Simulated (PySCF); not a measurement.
**NMR shielding calculation, with input and output: C2H7NSi3**

C2H7NSi3, computed with GIAO BHandHLYP/pcSseg-1 NMR shielding, non-relativistic, gas phase (PySCF 2.14.0).

The geometry comes from this level: PBE0-D3(BJ)/def2-SVP. Figures and captions count atoms from 1; the log counts them from 0 in places.

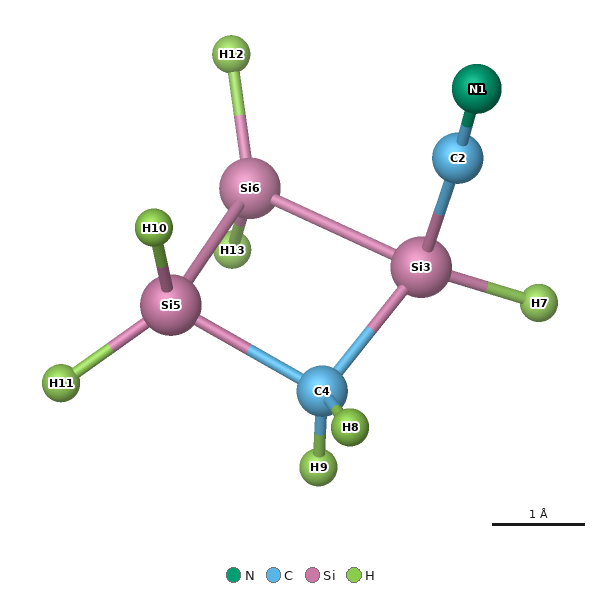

Fig. 1: The input geometry (ball-and-stick view, seen at a tilt; atoms are numbered from 1 in the order of the input). Bond lengths as drawn: C–H 1.10 Å, C–N 1.16 Å, C–Si 1.86 to 1.91 Å, H–Si 1.49 to 1.50 Å and Si–Si 2.35 to 2.36 Å.

Input:
```
{"job": {"kind": "nmr", "xc": "BHandHLYP", "basis": "pcSseg-1", "pop": false}, "charge": 0, "multiplicity": 1}
N     -2.593541     1.055836    -1.847184
C     -2.029386     0.766932    -0.875106
Si    -1.062983     0.317033     0.650953
C     -0.244662    -1.360240     0.323052
Si     1.257190    -0.707851    -0.666609
Si     1.036434     1.363655     0.450418
H     -1.993715     0.436727     1.809453
H     -0.867180    -2.130833    -0.155794
H      0.121359    -1.754988     1.287698
H      0.915818    -0.562224    -2.112965
H      2.508743    -1.510279    -0.518357
H      1.168898     2.676170    -0.242812
H      1.758970     1.375151     1.760953
```

The first line tells a small driver script what to run in PySCF; the rest is the geometry in Å.

Launch command:
```bash
OMP_NUM_THREADS=1 python <driver script> task.json out
```

Output:
```
coarse grid: 12448 points
cycle   1  E = -1003.4203249194  dE =  3.974e-01  |g| = 4.398e-01  |ddm| = 3.356e+00
cycle   2  E = -1003.3810986649  dE =  3.923e-02  |g| = 6.567e-01  |ddm| = 8.006e-01
cycle   3  E = -1003.4773010001  dE = -9.620e-02  |g| = 8.711e-02  |ddm| = 4.399e-01
cycle   4  E = -1003.4788068892  dE = -1.506e-03  |g| = 4.250e-02  |ddm| = 1.064e-01
cycle   5  E = -1003.4792442534  dE = -4.374e-04  |g| = 7.011e-03  |ddm| = 4.513e-02
cycle   6  E = -1003.4792584291  dE = -1.418e-05  |g| = 1.569e-03  |ddm| = 1.067e-02
cycle   7  E = -1003.4792591699  dE = -7.407e-07  |g| = 3.920e-04  |ddm| = 2.318e-03
final grid: 106792 points
cycle   8  E = -1003.5032167441  dE = -5.987e-06  |g| = 1.690e-03  |ddm| = 9.956e-03
cycle   9  E = -1003.5032167448  dE = -6.630e-10  |g| = 1.712e-03  |ddm| = 3.512e-03
cycle  10  E = -1003.5032174495  dE = -7.047e-07  |g| = 4.286e-04  |ddm| = 1.733e-03
cycle  11  E = -1003.5032174840  dE = -3.448e-08  |g| = 1.670e-04  |ddm| = 3.155e-04
cycle  12  E = -1003.5032174897  dE = -5.710e-09  |g| = 3.314e-05  |ddm| = 1.328e-04
cycle  13  E = -1003.5032174900  dE = -2.972e-10  |g| = 6.930e-06  |ddm| = 4.354e-05
```

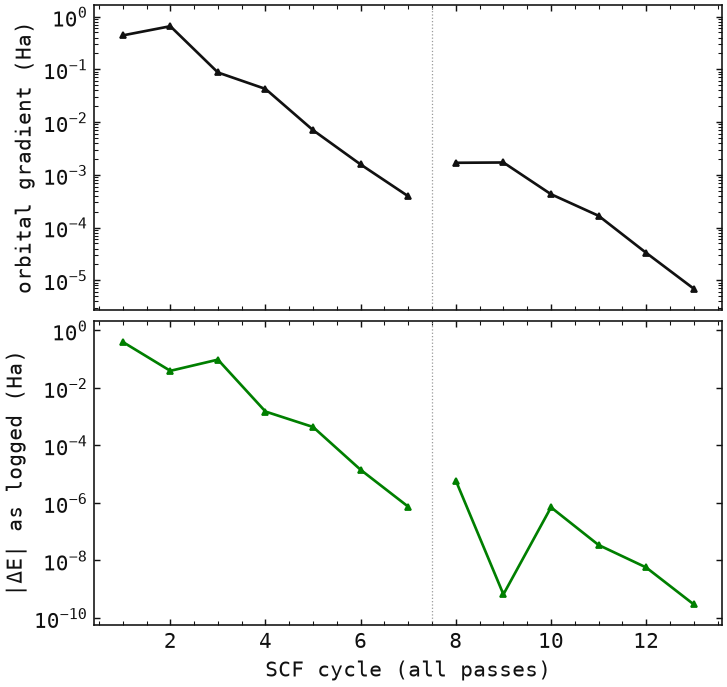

Fig. 2: Convergence of the self-consistent field: orbital gradient and size of the energy change against the SCF cycle. The dotted line marks the change from a coarse to the final integration grid. The first 7 cycles use a coarse grid, the final grid takes over at cycle 8, and the field converges after 13 cycles in all.

```
converged SCF energy = -1003.5032174900

GIAO shielding tensors (ppm)
atom      isotropic    diamagn.    paramagn.     s11        s22        s33       span
  0 N     -120.720     337.942    -458.662   -325.482   -315.156    278.479    603.960
  1 C       54.506     263.901    -209.396    -66.752    -62.854    293.123    359.875
  2 Si     408.566     878.989    -470.424    356.338    409.484    459.875    103.537
  3 C      187.584     259.343     -71.759    178.858    183.764    200.129     21.270
  4 Si     409.866     878.866    -469.001    363.987    402.468    463.142     99.154
  5 Si     436.565     879.852    -443.288    393.182    452.722    463.790     70.608
  6 H       26.689      28.091      -1.402     23.232     24.074     32.760      9.528
  7 H       30.750      30.745       0.005     26.065     26.780     39.406     13.341
  8 H       31.295      31.601      -0.306     27.402     28.192     38.291     10.889
  9 H       26.843      29.955      -3.111     24.063     25.175     31.293      7.230
 10 H       26.988      28.882      -1.894     23.246     24.483     33.234      9.988
 11 H       27.535      29.306      -1.771     24.116     24.943     33.546      9.430
 12 H       27.717      29.712      -1.996     24.654     25.761     32.735      8.080
```

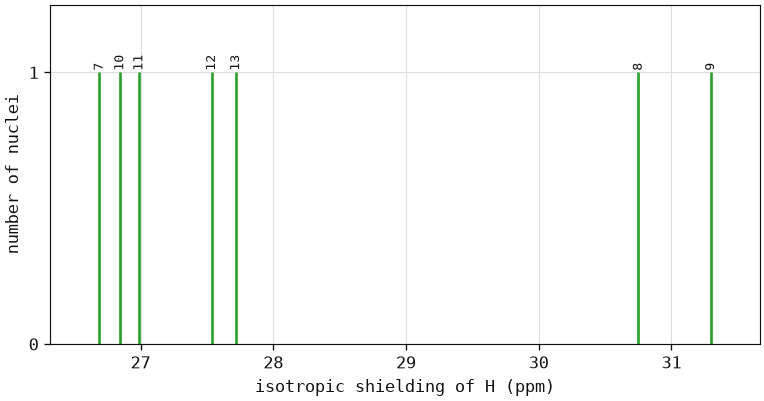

Fig. 3: Isotropic shieldings of the hydrogen nuclei in this fixed geometry, labelled by atom number; shielding grows to the right, so chemical shift grows to the left. The least shielded is H7 (26.7 ppm), the most shielded H9 (31.3 ppm).

Key numbers:

```tsv
quantity	value
outcome	converged
total energy	−1003.503217 hartree
HOMO	−8.71 eV
LUMO	−0.06 eV
dipole moment	4.10 D
isotropic shielding, N	−120.7 ppm
isotropic shielding, C	54.5 to 187.6 ppm
isotropic shielding, Si	408.6 to 436.6 ppm
isotropic shielding, H	26.7 to 31.3 ppm
hardware	1 CPU thread, shared host
wall time	17 s
peak memory	0.86 GiB
```
